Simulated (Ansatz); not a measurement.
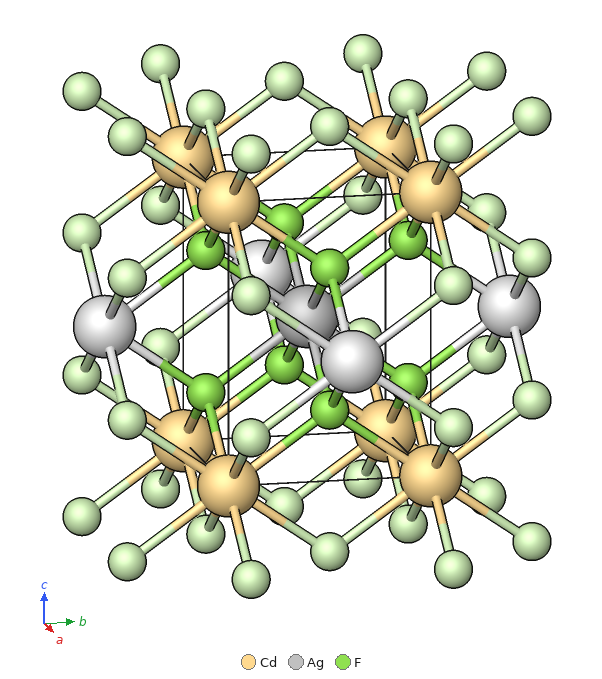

Shown here is a ball-and-stick view of the crystal, taken slightly off an axis. One conventional unit cell is framed, with atoms on its boundary repeated. Periodic images bonded to atoms of the box are shown as well, in fainter colours.

CdAgF4, space group P4/mmm (No. 123), a = 3.886 Å, b = 3.886 Å, c = 5.454 Å, α = 90.00°, β = 90.00°, γ = 90.00°. The model was built from a structure type filled with these elements by a generator (whether the compound takes this form wasn't checked). Earlier steps of the study, as a rule a relaxation of our own, may have changed the cell and positions, so they can lie some per cent off the listed ones. It went into a calculation with Ansatz.

This one geometry was computed with Ansatz (DFT, plane waves, PAW) at three levels of theory: PBEsol, r2SCAN and PBE.

### Which level gives the highest pressure at this volume, and what does that say about its equilibrium volume?

Highest: PBE (0.0 GPa), which points to the largest equilibrium volume. Lowest, with the smallest volume: PBEsol (-5.2 GPa) and r2SCAN (-5.1 GPa). Levels within 0.5 GPa of each other can't be told apart.

### How does the band gap change with the level of theory?

All levels give a metal.

### Collect the results in a table.

| level | cutoff (eV) | k-mesh of the run's cell | gap (eV) | pressure (GPa) |
| --- | --- | --- | --- | --- |
| PBEsol | 420 | 10×10×8 | metal | -5.2 |
| r2SCAN | 500 | 10×10×8 | metal | -5.1 |
| PBE | 420 | 10×10×8 | metal | 0.0 |

Gaps are taken on the k-mesh or band path of each run.
